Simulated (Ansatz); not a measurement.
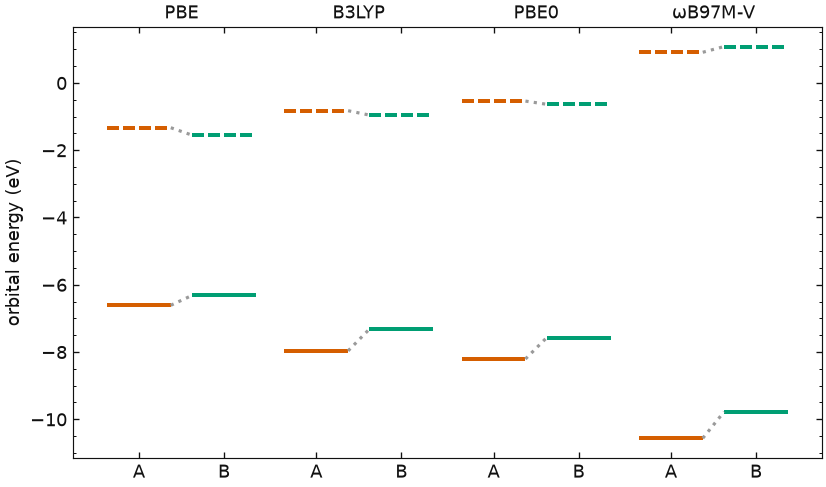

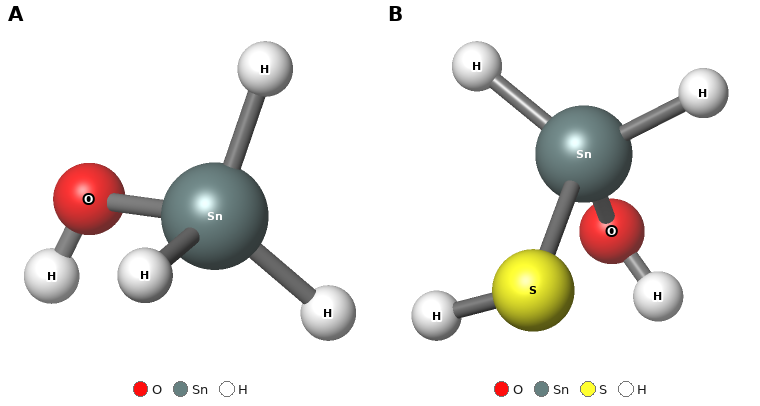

One change: A, SnH₄O (SMILES [OH][SnH3]), becomes B, SnH₄SO (SMILES [OH][SnH2][SH]). H on Sn is replaced by SH. HOMO (solid) and LUMO (dashed) computed in def2-TZVPP at PBE0-D4/def2-TZVP geometries, both minima by their frequencies, gas phase, the Ansatz code 0.2.0. Empty levels above zero depend strongly on the basis.

What does the change do to HOMO and LUMO?

Answer. PBE: the HOMO rises by 0.29 eV, the LUMO falls by 0.22 eV, and the separation goes from 5.28 to 4.76 eV. B3LYP: the HOMO rises by 0.65 eV, the LUMO falls by 0.13 eV, and the separation goes from 7.14 to 6.36 eV. PBE0: the HOMO rises by 0.63 eV, the LUMO falls by 0.09 eV, and the separation goes from 7.67 to 6.94 eV. ωB97M-V: the HOMO rises by 0.79 eV, the LUMO rises by 0.17 eV, and the separation goes from 11.48 to 10.86 eV.

Do the functionals agree on the effect?

Answer. Not on every direction; the HOMO shift lies between 0.29 and 0.79 eV and the LUMO shift between −0.22 and 0.17 eV, while the separations themselves differ by up to 6.2 eV between functionals.

Note: core potentials past krypton; spin-orbit coupling is left out, and with Sn it can shift these values.
